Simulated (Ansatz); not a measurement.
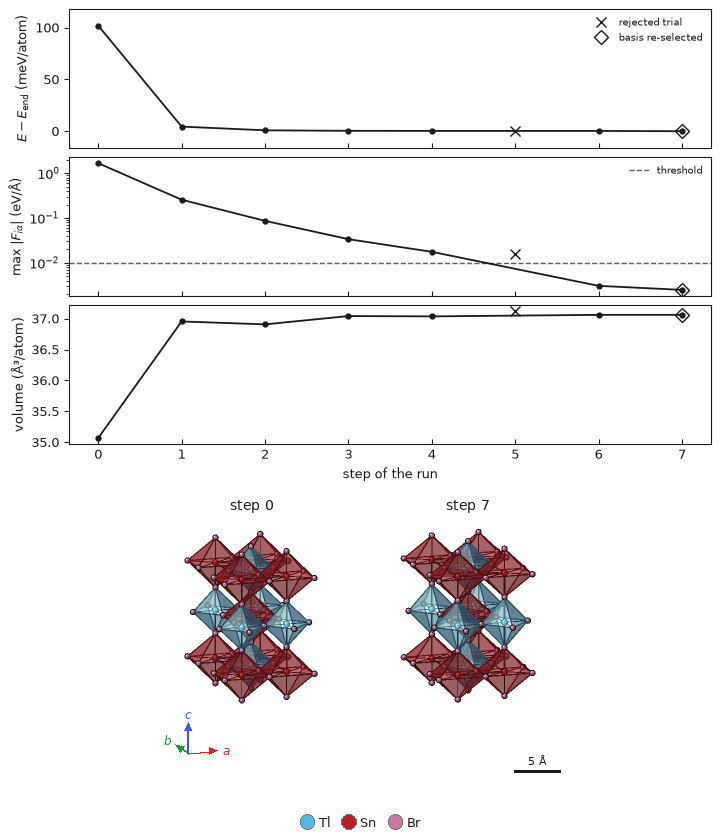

First and last geometry of a relaxation of a crystal of TlSnBr$_{5}$ (built on the AlCrF5-71 type type), with the history of the run. A polyhedral model of the conventional cell (2 times the calculation's cell), seen slightly off an axis. Lengths and directions refer to the drawn axes.

Method: Ansatz 0.2.0, DFT, PBEsol, plane waves, PAW. (plane-wave cutoff 420 eV; k-point mesh 6 × 6 × 6; occupations fermi dirac; smearing width 0.03 eV; no spin polarisation; cell and atoms relaxed; force threshold 0.01 eV/Å; at most 120 steps)

### Did the run converge, and what did it change?

It converged. The energy falls by 102 meV per atom in 5 accepted moves (7 points after the start). Largest force component: 1.7 eV/Å at the start, 0.0025 eV/Å at the end. Pressure: 3.98 GPa at the start and −0.01 GPa at the end. The line search rejected the trial step at point 5 of the run. The SCF was repeated once at an unchanged geometry on a basis and grid sized afresh for the cell, which shifted the energy by 0.3 meV per atom at most. The largest moves relative to the cell, 0.25 Å, are those of Br atoms. Sn and Tl stay in place. Cell: a 5.164 → 5.379 Å (+4.2 %), b 8.884 → 8.736 Å (−1.7 %), c 10.701 → 11.041 Å (+3.2 %). Volume +5.7 %. Among the contacts that change: Br–Br 3.699 → 3.139 Å, Br–Tl 2.562 → 2.812 Å, Br–Tl 2.592 → 2.799 Å, Br–Tl 2.582 → 2.690 Å. Among the angles between lasting bonds that change: Sn–Br–Sn 108.8° → 119.5°, Br–Sn–Br 108.8° → 119.5°, Br–Sn–Br 71.2° → 60.5°. The space group stays Immm (No. 71). Cost: 53 s on 4 threads of Arm Neoverse V1 (shared host), peak memory 0.87 GiB.
